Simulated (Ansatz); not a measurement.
Process, species as SMILES: C1=CC1 + 4 [H][H] (H2) → 3 C (CH4)
B3LYP-D3(BJ)/def2-TZVP geometries, fixed; electronic energies without zero-point terms.
Largest species:
```xyz
7

C     -0.0054     0.0051     0.8609
C     -0.0002    -0.6463    -0.4958
C      0.0065     0.6404    -0.5035
H      0.9023     0.0040     1.4624
H     -0.9206     0.0134     1.4509
H     -0.0016    -1.5779    -1.0322
H      0.0147     1.5655    -1.0509
```
Charge 0, spin multiplicity 1.

Basis-set convergence of the energy of full hydrogenation at HF with Ansatz (an electronic-structure program). Cartesian d functions, on some or all atoms, in 6-31G*, 6-31+G*; all else is spherical. No added dispersion term, no relativity. Functions are those of the species that has most. Reference: the value in def2-QZVPPD, -151.64 kcal/mol, itself unsure by roughly 0.06 kcal/mol (its mean distance from pcseg-3, def2-QZVPP, cc-pVQZ). Deviations are taken from unrounded values.

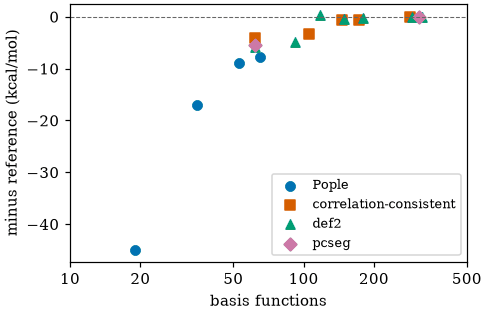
Deviation from the reference against the number of basis functions, by family of sets.

| basis | functions | energy of full hydrogenation (kcal/mol) | minus reference (kcal/mol) |
|---|---|---|---|
| STO-3G | 19 | -196.62 | -44.98 |
| 6-31G | 35 | -168.58 | -16.94 |
| 6-31G* | 53 | -160.57 | -8.93 |
| cc-pVDZ | 62 | -155.73 | -4.09 |
| def2-SVP | 62 | -157.46 | -5.82 |
| pcseg-1 | 62 | -157.13 | -5.49 |
| 6-31+G* | 65 | -159.34 | -7.70 |
| def2-SVPD | 92 | -156.60 | -4.96 |
| aug-cc-pVDZ | 105 | -155.06 | -3.42 |
| def2-TZVP | 117 | -151.37 | 0.27 |
| cc-pVTZ | 146 | -152.34 | -0.70 |
| def2-TZVPP | 149 | -152.02 | -0.38 |
| jun-cc-pV(T+d)Z | 173 | -152.22 | -0.58 |
| def2-TZVPPD | 179 | -151.96 | -0.32 |
| cc-pVQZ | 285 | -151.69 | -0.05 |
| def2-QZVPP | 291 | -151.66 | -0.02 |
| pcseg-3 | 312 | -151.76 | -0.12 |
| def2-QZVPPD | 321 | -151.64 | 0.00 |
